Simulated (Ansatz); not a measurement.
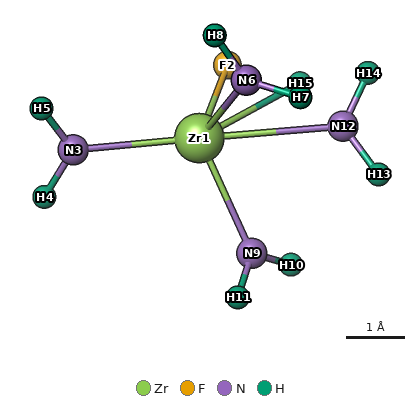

Fig. 1: The input geometry (ball-and-stick view, seen at a tilt; atoms are numbered from 1 in the order of the input). Sticks mark near contacts. Bond lengths as drawn: F–Zr 2.33 Å, H–N 1.06 Å, H–Zr 2.41 Å and N–Zr 2.21 to 2.51 Å.

# ZrN$_{4}$H$_{9}$F: geometry relaxation (part 1 of 3)

System: ZrN$_{4}$H$_{9}$F.
Method: RKS PBE/def2-SVP (Ansatz 0.2.0).

The input holds or restrains some coordinates. It belongs to a series of runs on one base structure; here: pulled along the bonds that form and break, towards end B. Figures and captions count atoms from 1; the log counts them from 0 in places.

### Log
```
The last accepted step is kept in [file] (removed where the run ends without a failure and the disk answers)
Engine: ansatz 0.2.0, aarch64-unknown-linux-gnu
Functional definition: PBE
  parameter kappa = 0.804
  parameter beta = 0.06672455060314922
  exchange = pbe_x(kappa = kappa, mu = beta*pi^2/3)
  correlation = pbe_c(beta = beta)
1636 factors; their error is unknown
mean field evaluation 1: about -10054.2350 eV, gradient 1.3e2 eV
mean field evaluation 2: about -9671.0457 eV, gradient 3.4e2 eV
mean field evaluation 4: about -10084.8079 eV, gradient 4.6e1 eV
mean field evaluation 8: about -10088.8893 eV, gradient 1.2e0 eV
mean field evaluation 16: about -10088.8212 eV, gradient 1.5e-2 eV
mean field -10088.82124616 eV, -370.7573423477 hartree, gradient 1.4e-5 eV, S^2 0.000000; 0 other end points of the search recorded, 0 dependent functions left out
the calculation of the forces begins
reference -10088.82134331 eV, -370.7573459178 hartree; 29, 29 occupied and 117, 117 virtual orbitals, 1636 factors
relax step   1: F+E_penalty+E_count = -10088.82124616 eV  Δ(F+E_penalty+E_count) = +0.000e0 eV  max|allowed force component| = 2.654e0 eV/Å  E_restraint = 22.80867779 eV  max|allowed force component, restraints' pulls added| = 2.766e1 eV/Å  Δτ_max = 0.0000 Å  (36 SCF iters, accepted)
  distance Zr 0 - N 11 = 2.5101 Å
  distance H 14 - F 1 = 1.4038 Å
  distance Zr 0 - F 1 = 2.3300 Å
  distance H 14 - N 11 = 1.5716 Å
these checks for a lower state are left out or cut short: starts, cluster_reference, orbital_swaps, neighbouring_geometries, increment
1636 factors; their error is unknown
mean field evaluation 32: about -10089.1374 eV, gradient 1.0e-5 eV
mean field -10089.13739385 eV, -370.7689605612 hartree, gradient 1.0e-5 eV, S^2 0.000000; 0 other end points of the search recorded, 0 dependent functions left out
[... from here on the field's lines of each further geometry are left out, up to the last ...]
relax step   2: F+E_penalty+E_count = -10089.13739385 eV  Δ(F+E_penalty+E_count) = -3.161e-1 eV  max|allowed force component| = 2.566e0 eV/Å  E_restraint = 8.80939781 eV  max|allowed force component, restraints' pulls added| = 1.773e1 eV/Å  Δτ_max = 0.1996 Å  (41 SCF iters, accepted)
relax step   3: F+E_penalty+E_count = -10089.40367485 eV  Δ(F+E_penalty+E_count) = -2.663e-1 eV  max|allowed force component| = 2.471e0 eV/Å  E_restraint = 2.21177897 eV  max|allowed force component, restraints' pulls added| = 7.073e0 eV/Å  Δτ_max = 0.1915 Å  (40 SCF iters, accepted)
relax step   4: F+E_penalty+E_count = -10089.89965334 eV  Δ(F+E_penalty+E_count) = -4.960e-1 eV  max|allowed force component| = 2.165e0 eV/Å  E_restraint = 0.11900942 eV  max|allowed force component, restraints' pulls added| = 2.573e0 eV/Å  Δτ_max = 0.1940 Å  (39 SCF iters, accepted)
relax step   5: F+E_penalty+E_count = -10090.45420186 eV  Δ(F+E_penalty+E_count) = -5.545e-1 eV  max|allowed force component| = 1.743e0 eV/Å  E_restraint = 0.02618750 eV  max|allowed force component, restraints' pulls added| = 1.363e0 eV/Å  Δτ_max = 0.1922 Å  (37 SCF iters, accepted)
relax step   6: F+E_penalty+E_count = -10090.69727461 eV  Δ(F+E_penalty+E_count) = -2.431e-1 eV  max|allowed force component| = 1.599e0 eV/Å  E_restraint = 0.02045827 eV  max|allowed force component, restraints' pulls added| = 1.348e0 eV/Å  Δτ_max = 0.2000 Å  (31 SCF iters, accepted)
relax step   7: F+E_penalty+E_count = -10090.93581315 eV  Δ(F+E_penalty+E_count) = -2.385e-1 eV  max|allowed force component| = 1.189e0 eV/Å  E_restraint = 0.01378719 eV  max|allowed force component, restraints' pulls added| = 1.189e0 eV/Å  Δτ_max = 0.1930 Å  (31 SCF iters, accepted)
relax step   8: F+E_penalty+E_count = -10091.12727351 eV  Δ(F+E_penalty+E_count) = -1.915e-1 eV  max|allowed force component| = 1.007e0 eV/Å  E_restraint = 0.01263891 eV  max|allowed force component, restraints' pulls added| = 1.007e0 eV/Å  Δτ_max = 0.1996 Å  (31 SCF iters, accepted)
relax step   9: F+E_penalty+E_count = -10091.29873451 eV  Δ(F+E_penalty+E_count) = -1.715e-1 eV  max|allowed force component| = 7.791e-1 eV/Å  E_restraint = 0.01756782 eV  max|allowed force component, restraints' pulls added| = 7.552e-1 eV/Å  Δτ_max = 0.1969 Å  (31 SCF iters, accepted)
relax step  10: F+E_penalty+E_count = -10091.39684789 eV  Δ(F+E_penalty+E_count) = -9.811e-2 eV  max|allowed force component| = 8.013e-1 eV/Å  E_restraint = 0.01597712 eV  max|allowed force component, restraints' pulls added| = 8.013e-1 eV/Å  Δτ_max = 0.1990 Å  (32 SCF iters, accepted)
relax step  11: F+E_penalty+E_count = -10091.49972297 eV  Δ(F+E_penalty+E_count) = -1.029e-1 eV  max|allowed force component| = 9.395e-1 eV/Å  E_restraint = 0.02181645 eV  max|allowed force component, restraints' pulls added| = 9.107e-1 eV/Å  Δτ_max = 0.1948 Å  (30 SCF iters, accepted)
relax step  12: F+E_penalty+E_count = -10091.60834410 eV  Δ(F+E_penalty+E_count) = -1.086e-1 eV  max|allowed force component| = 8.667e-1 eV/Å  E_restraint = 0.02008593 eV  max|allowed force component, restraints' pulls added| = 4.830e-1 eV/Å  Δτ_max = 0.1995 Å  (37 SCF iters, accepted)
relax step  13: F+E_penalty+E_count = -10091.66814988 eV  Δ(F+E_penalty+E_count) = -5.981e-2 eV  max|allowed force component| = 9.424e-1 eV/Å  E_restraint = 0.02579110 eV  max|allowed force component, restraints' pulls added| = 5.807e-1 eV/Å  Δτ_max = 0.2000 Å  (31 SCF iters, accepted)
relax step  14: F+E_penalty+E_count = -10091.71338293 eV  Δ(F+E_penalty+E_count) = -4.523e-2 eV  max|allowed force component| = 9.309e-1 eV/Å  E_restraint = 0.04325027 eV  max|allowed force component, restraints' pulls added| = 1.893e0 eV/Å  Δτ_max = 0.1954 Å  (31 SCF iters, accepted)
relax step  15: F+E_penalty+E_count = -10091.79014022 eV  Δ(F+E_penalty+E_count) = -7.676e-2 eV  max|allowed force component| = 9.457e-1 eV/Å  E_restraint = 0.02693274 eV  max|allowed force component, restraints' pulls added| = 6.956e-1 eV/Å  Δτ_max = 0.2000 Å  (29 SCF iters, accepted)
relax step  16: F+E_penalty+E_count = -10091.83294828 eV  Δ(F+E_penalty+E_count) = -4.281e-2 eV  max|allowed force component| = 9.011e-1 eV/Å  E_restraint = 0.02265254 eV  max|allowed force component, restraints' pulls added| = 4.116e-1 eV/Å  Δτ_max = 0.2000 Å  (30 SCF iters, accepted)
relax step  17: F+E_penalty+E_count = -10091.86013297 eV  Δ(F+E_penalty+E_count) = -2.718e-2 eV  max|allowed force component| = 9.793e-1 eV/Å  E_restraint = 0.04993429 eV  max|allowed force component, restraints' pulls added| = 1.760e0 eV/Å  Δτ_max = 0.1951 Å  (39 SCF iters, rejected (line search))
relax step  18: F+E_penalty+E_count = -10091.85465475 eV  Δ(F+E_penalty+E_count) = -2.171e-2 eV  max|allowed force component| = 8.967e-1 eV/Å  E_restraint = 0.02252453 eV  max|allowed force component, restraints' pulls added| = 3.555e-1 eV/Å  Δτ_max = 0.0976 Å  (31 SCF iters, accepted)
relax step  19: F+E_penalty+E_count = -10091.88216777 eV  Δ(F+E_penalty+E_count) = -2.751e-2 eV  max|allowed force component| = 9.330e-1 eV/Å  E_restraint = 0.03062039 eV  max|allowed force component, restraints' pulls added| = 6.129e-1 eV/Å  Δτ_max = 0.0974 Å  (31 SCF iters, accepted)
relax step  20: F+E_penalty+E_count = -10091.91010168 eV  Δ(F+E_penalty+E_count) = -2.793e-2 eV  max|allowed force component| = 9.002e-1 eV/Å  E_restraint = 0.02804051 eV  max|allowed force component, restraints' pulls added| = 5.500e-1 eV/Å  Δτ_max = 0.1499 Å  (31 SCF iters, accepted)
relax step  21: F+E_penalty+E_count = -10091.93599715 eV  Δ(F+E_penalty+E_count) = -2.590e-2 eV  max|allowed force component| = 9.330e-1 eV/Å  E_restraint = 0.02683364 eV  max|allowed force component, restraints' pulls added| = 6.561e-1 eV/Å  Δτ_max = 0.1973 Å  (32 SCF iters, accepted)
relax step  22: F+E_penalty+E_count = -10091.97283923 eV  Δ(F+E_penalty+E_count) = -3.684e-2 eV  max|allowed force component| = 8.905e-1 eV/Å  E_restraint = 0.02467925 eV  max|allowed force component, restraints' pulls added| = 2.376e-1 eV/Å  Δτ_max = 0.2000 Å  (31 SCF iters, accepted)
the calculation of the forces begins
reference -10092.00033660 eV, -370.8741717666 hartree; 29, 29 occupied and 117, 117 virtual orbitals, 1636 factors
relax step  23: F+E_penalty+E_count = -10092.00023257 eV  Δ(F+E_penalty+E_count) = -2.739e-2 eV  max|allowed force component| = 8.489e-1 eV/Å  E_restraint = 0.02498519 eV  max|allowed force component, restraints' pulls added| = 8.392e-2 eV/Å  Δτ_max = 0.2000 Å  (30 SCF iters, accepted)
  distance Zr 0 - N 11 = 2.1784 Å
  distance H 14 - F 1 = 0.9389 Å
  distance Zr 0 - F 1 = 3.1773 Å
  distance H 14 - N 11 = 2.2426 Å
1636 factors; their error is unknown
mean field evaluation 192: about -10092.0303 eV, gradient 4.1e0 eV
```

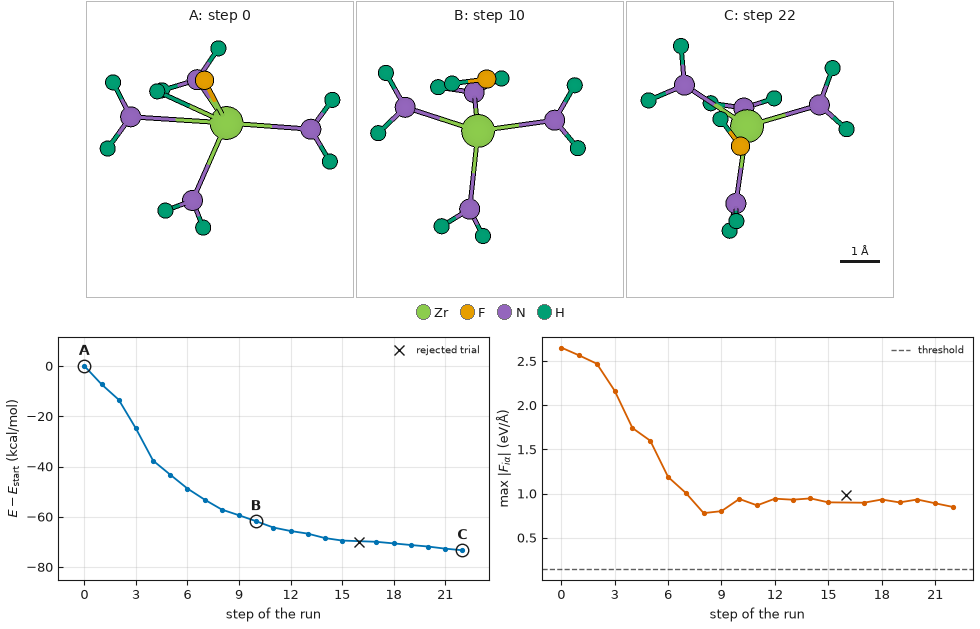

Fig. 2: Frames of the restrained relaxation (ball-and-stick view, seen at an oblique angle) above the curves, on which the letters mark them (the first geometry is step 0 here and step 1 in the log).

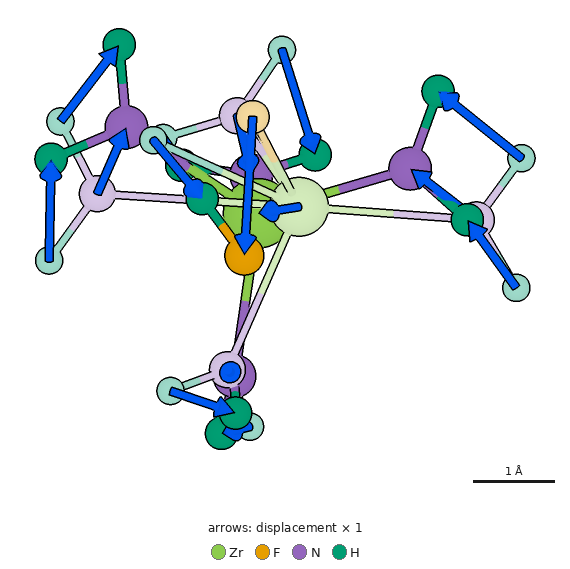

Fig. 3: Start (faint) and end (solid) with the displacements as blue arrows, at true length (ball-and-stick view, seen at an oblique angle). The two geometries are laid on each other by the best rigid fit. The energy falls by 73.3 kcal/mol in 22 geometry steps. The largest force component goes from 2.7 to 0.85 eV/Å. The line search rejected the trial step at point 16 (counted from 0) and went back. The largest move after the best rigid fit is that of F2, 1.84 Å. By element the largest moves are F 1.84 Å, H 1.68 Å, N 1.07 Å, Zr 0.72 Å. Among the contacts that change: Zr1–F2 2.330 → 3.177 Å, Zr1–H15 2.408 → 2.890 Å, F2–H15 1.404 → 0.939 Å, Zr1–N12 2.510 → 2.178 Å. New bonds form: F2–H15 (1.40 → 0.94 Å). Bonds break: Zr1–F2 (2.33 → 3.18 Å). Among the angles that change: N3–Zr1–N12 178.9° → 115.5°, N9–Zr1–N12 70.0° → 110.5°, N6–Zr1–N12 70.0° → 106.7°. (Atoms are counted from 1 in the order of the input.)

```
mean field -10092.00023257 eV, -370.8741679434 hartree, gradient 2.0e-5 eV, S^2 0.000000; 1 other end points of the search recorded, 0 dependent functions left out
the calculation of the forces begins
reference -10092.00033660 eV, -370.8741717666 hartree; 29, 29 occupied and 117, 117 virtual orbitals, 1636 factors
Total energy: -10092.00033660 eV, -370.8741717666 hartree
Atom 0 at    -0.616875     0.159877    -0.338400 Å, force    -0.545785     0.080269     0.751199 eV/Å
Atom 1 at    -0.074158    -1.813978     2.091565 Å, force     0.327237    -0.426509    -0.225642 eV/Å
Atom 2 at     1.375761     0.510061     0.005595 Å, force     0.017504    -0.004960     0.016957 eV/Å
Atom 3 at     2.130171    -0.174721    -0.131167 Å, force    -0.006669     0.017334     0.011640 eV/Å
Atom 4 at     1.780995     1.315023     0.501143 Å, force    -0.021585     0.004332    -0.019194 eV/Å
Atom 5 at    -1.143654     1.519535    -1.773384 Å, force    -0.000557     0.000138    -0.002350 eV/Å
Atom 6 at    -2.104151     1.821255    -1.978259 Å, force     0.006594     0.007004     0.008845 eV/Å
Atom 7 at    -0.503239     2.092135    -2.334457 Å, force     0.001814    -0.009645    -0.015859 eV/Å
Atom 8 at    -0.952158    -1.689956    -1.142864 Å, force     0.013420     0.012989     0.083918 eV/Å
Atom 9 at    -0.742700    -2.532476    -0.588704 Å, force    -0.003578     0.021209    -0.004182 eV/Å
Atom 10 at    -1.305688    -1.977248    -2.060488 Å, force     0.002415    -0.010988    -0.014339 eV/Å
Atom 11 at    -1.935264     0.501050     1.361838 Å, force     0.848903    -0.487201    -0.475116 eV/Å
Atom 12 at    -2.823471     0.004490     1.508345 Å, force     0.010747     0.011663     0.001438 eV/Å
Atom 13 at    -1.960952     1.344524     1.949483 Å, force     0.010948    -0.030118    -0.018799 eV/Å
Atom 14 at    -0.630516    -1.079570     2.272053 Å, force    -0.661410     0.814483    -0.098516 eV/Å
Dipole moment:    -0.144330     0.294423    -0.055963 e Å
```

### Trajectory as extended XYZ (Å, eV, eV/Å), 23 frames, from step=1 to step=23
```
15
Properties=species:S:1:pos:R:3:forces:R:3 step=1 energy=-10088.82125
Zr    0.0000    0.0000    0.0000   -2.6539   0.0801  -0.5574
F     0.0000    0.0000    2.3300   -1.4018   0.2407  -2.0415
N     2.0840    0.0000   -0.7359   -1.8794   0.0875   0.7272
H     2.5823   -0.9180   -0.9166   -0.0733   1.5916   0.0038
H     2.5853    0.9180   -0.9082   -0.0128  -1.6041  -0.0140
N    -1.0409    1.8034   -0.7359    1.8238  -1.0793   0.4279
H    -2.0610    1.7482   -1.0186    1.5068   0.5473   0.5256
H    -0.5204    2.7241   -0.8065   -1.1174  -0.8550  -0.4021
N    -1.0409   -1.8034   -0.7359    1.4659   1.1712   0.2059
H    -1.5759   -2.4197   -0.0595    0.5150   0.6245  -1.3881
H    -1.0055   -2.0526   -1.7656   -0.2343  -0.2627   1.4885
N    -2.3820    0.0000    0.7915    2.4240   1.0383   2.5090
H    -3.1020   -0.6071    0.3052    0.8278   0.1144   1.7017
H    -2.6678    0.6071    1.6120   -1.3657  -0.0533  -1.6172
H    -1.3611    0.0000    1.9863    0.1751  -1.6413  -1.5695
15
Properties=species:S:1:pos:R:3:forces:R:3 step=2 energy=-10089.13739
Zr   -0.1035    0.0012   -0.1661   -1.5243   0.1516   0.8153
F    -0.0785    0.0030    2.4853   -2.5655   0.1396  -2.1491
N     2.0595    0.0008   -0.7284   -1.8752   0.0219   0.3182
H     2.5790   -0.9001   -0.9157   -0.1223   1.3958   0.0780
H     2.5831    0.9003   -0.9075   -0.0597  -1.3777   0.0949
N    -1.0259    1.7955   -0.7363    1.0810  -0.3700  -0.2845
H    -2.0434    1.7539   -1.0118    1.2444   0.5213   0.5384
H    -0.5296    2.7173   -0.8115   -0.7523  -0.5572  -0.4107
N    -1.0272   -1.7962   -0.7365    0.9645   0.3649  -0.2441
H    -1.5700   -2.4115   -0.0741    0.4000   0.6342  -1.1969
H    -1.0074   -2.0567   -1.7527   -0.2128  -0.3619   1.0006
N    -2.3706    0.0301    0.7038    1.6413   0.7780   2.3442
H    -3.0965   -0.6148    0.3177    0.4404   0.0479   1.1479
H    -2.6767    0.5985    1.5766   -0.4801  -0.6653  -1.9578
H    -1.1981   -0.0213    2.0996    1.8207  -0.7231  -0.0943
```
